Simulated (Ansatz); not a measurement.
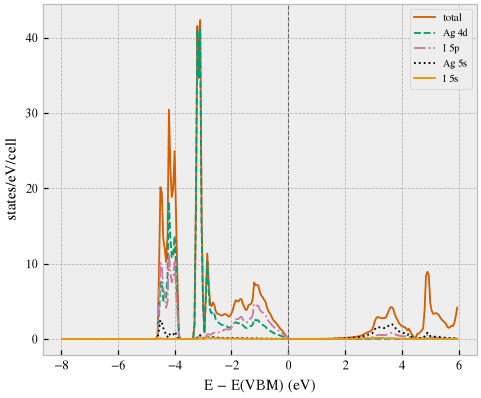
Total and projected density of states of AgI (wurtzite, P6_3mc), DFT-PBEsol in the program Ansatz with PAW potentials

Problem. Which orbitals carry the states next to the gap?

Solution. Top 1 eV of the valence band: I 5p 64 %, Ag 4d 33 %. Bottom 1 eV of the conduction band: Ag 5s 67 %, I 5p 15 %, I 5s 14 %. Projections are on Löwdin-orthogonalised atomic valence shells; empty p or d shells of many metals are not among them.

Problem. Where is the tallest occupied peak in this window, and what makes it?

Solution. Near -3.1 eV, about 42 states/eV per cell; the largest projected share is Ag 4d.

Symmetry was held in the PBEsol relaxation. The run is not spin-polarised. Scalar-relativistic: spin–orbit coupling is off unless named, which matters more the heavier the elements.

Potentials: the earlier of the program's two PAW sets. The files were generated under PBE; for other functionals the program regenerates the frozen cores, and for LDA and PBEsol the local potential too.
